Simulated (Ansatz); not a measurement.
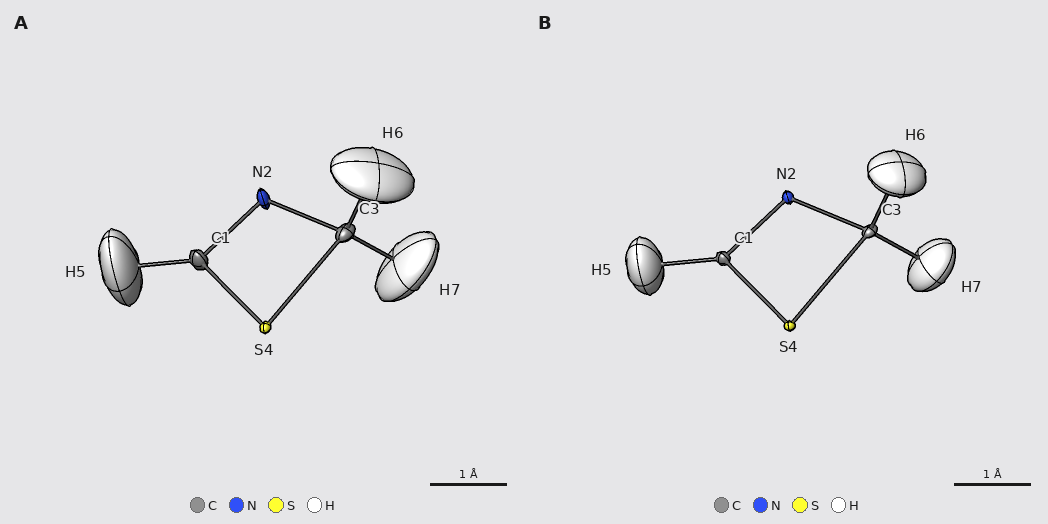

Displacement ellipsoids at the 50 % level, scaled by 2, from the internal vibrations of the free molecule (harmonic, no overall translation or rotation; no half-axis is drawn under 0.075 Å). Vibrations computed with RKS PBE0-D4/def2-TZVP (Ansatz 0.2.0). One panel is for 100 K, the other for 900 K.

> Which panel is for 900 K?

A.

> How much does the mean-square displacement of N2 grow, and why?

U_eq goes from 0.00084 to 0.0018 Å², a factor of 2.1. Modes below kT (626 cm⁻¹ at 900 K) grow about in proportion to T, and the lowest lies at 402 cm⁻¹; the mean-square amplitude of a mode is its zero-point value times coth(ħω/2kT), which comes close to 1 only above about 3kT.
